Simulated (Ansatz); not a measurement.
# CH₂BCl (SMILES B=CCl): single points off equilibrium

Aim: energy, forces and dipole at a structure displaced at random from a GFN2-xTB minimum, from CCSD(T) and from density functionals.

Computed with Ansatz 0.2.0, Gaussian basis. Level: single points in def2-TZVPP.

Cores are frozen in the correlated methods.

## (1) The system as given

SMILES `B=CCl`, 5 atoms, charge 0, spin multiplicity 1.

Atoms are counted from 1 here; the program's logs count them from 0.

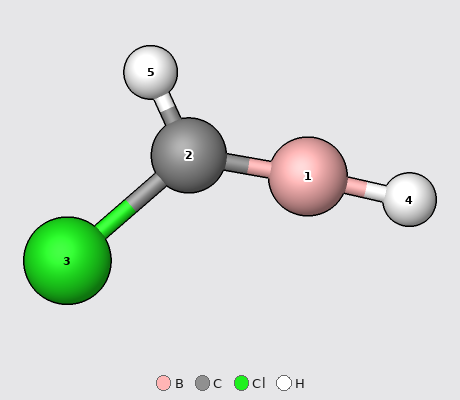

As it starts; boron pink, carbon grey, chlorine green, hydrogen white; atoms are numbered from 1 in the order of the file.

Coordinates:

```xyz
5

B    -0.70210    0.26280   -0.46010
C     0.30350   -0.04090    0.35850
Cl    1.71930   -1.04000    0.05630
H    -1.53850    0.50230   -1.20780
H     0.34630    0.21660    1.32190
```

## (2) CCSD(T)/def2-TZVPP

The input, run/in.yaml:

```yaml
crystal:
  periodic: [false, false, false]
  atoms:
    - {symbol: B, position_ang: [-0.702100, 0.262800, -0.460100]}
    - {symbol: C, position_ang: [0.303500, -0.040900, 0.358500]}
    - {symbol: Cl, position_ang: [1.719300, -1.040000, 0.056300]}
    - {symbol: H, position_ang: [-1.538500, 0.502300, -1.207800]}
    - {symbol: H, position_ang: [0.346300, 0.216600, 1.321900]}
basis:
  gaussian: {orbitals: def2-TZVPP}
correlation: {method: ccsd_t}
output: {forces: true}
```

No record of the launch command was kept for these runs.

## (3) PBE0-D4/def2-TZVPP

run/in.yaml: that of step 2 with these lines changed.

```diff
@@ -10,3 +10,3 @@
   gaussian: {orbitals: def2-TZVPP}
-correlation: {method: ccsd_t}
-output: {forces: true}
+hamiltonian: {xc: pbe0, dispersion: d4}
+output: {forces: true, orbitals: {seedname: orbitals}}
```

## (4) wB97M-V/def2-TZVPP

run/in.yaml: that of step 3 with these lines changed.

```diff
@@ -10,3 +10,3 @@
   gaussian: {orbitals: def2-TZVPP}
-hamiltonian: {xc: pbe0, dispersion: d4}
-output: {forces: true, orbitals: {seedname: orbitals}}
+hamiltonian: {xc: {name: wB97M-V}}
+output: {forces: true}
```

## (5) r2SCAN-D4/def2-TZVPP

run/in.yaml: that of step 4 with these lines changed.

```diff
@@ -10,3 +10,3 @@
   gaussian: {orbitals: def2-TZVPP}
-hamiltonian: {xc: {name: wB97M-V}}
+hamiltonian: {xc: r2scan, dispersion: d4}
 output: {forces: true}
```

## (6) PBE-D4/def2-TZVPP

run/in.yaml: that of step 5 with these lines changed.

```diff
@@ -10,3 +10,3 @@
   gaussian: {orbitals: def2-TZVPP}
-hamiltonian: {xc: r2scan, dispersion: d4}
+hamiltonian: {xc: pbe, dispersion: d4}
 output: {forces: true}
```

## (7) B97M-V/def2-TZVPP

run/in.yaml: that of step 6 with these lines changed.

```diff
@@ -10,3 +10,3 @@
   gaussian: {orbitals: def2-TZVPP}
-hamiltonian: {xc: pbe, dispersion: d4}
+hamiltonian: {xc: {name: B97M-V}}
 output: {forces: true}
```

## (8) CAM-B3LYP-D4/def2-TZVPP

run/in.yaml: that of step 7 with these lines changed.

```diff
@@ -10,3 +10,3 @@
   gaussian: {orbitals: def2-TZVPP}
-hamiltonian: {xc: {name: B97M-V}}
+hamiltonian: {xc: {name: CAM-B3LYP}, dispersion: d4}
 output: {forces: true}
```

(Steps that only read results are left out.)

Q: Predict the outcome of this session. Wanted: energy less free atoms, CCSD(T)/def2-TZVPP; RMS force component; RMS force error; HOMO and LUMO, PBE0-D4; T1 diagnostic.

The runs gave:

| quantity | value |
| --- | --- |
| energy less free atoms, CCSD(T)/def2-TZVPP | -1587.6 kJ/mol |
| RMS force component | 1.397 to 1.568 eV/Å over the methods |
| RMS force error | PBE0-D4 0.243, wB97M-V 0.251, r2SCAN-D4 0.197, PBE-D4 0.204, B97M-V 0.214, CAM-B3LYP-D4 0.326 eV/Å |
| HOMO and LUMO, PBE0-D4 | -6.80 and -2.43 eV |
| T1 diagnostic | 0.012 |

In words: Against CCSD(T) the functionals' energies less atoms differ by -120.5 to -69.8 kJ/mol, PBE-D4 by -120.5 kJ/mol. A larger basis would deepen the CCSD(T) value, while the functionals are nearly converged already, so the order here is not reliable. For forces r2SCAN-D4 does best and CAM-B3LYP-D4 worst. Frozen-core CCSD(T) forces in triple zeta carry basis errors of their own, and this is one geometry, so small gaps rank nothing.
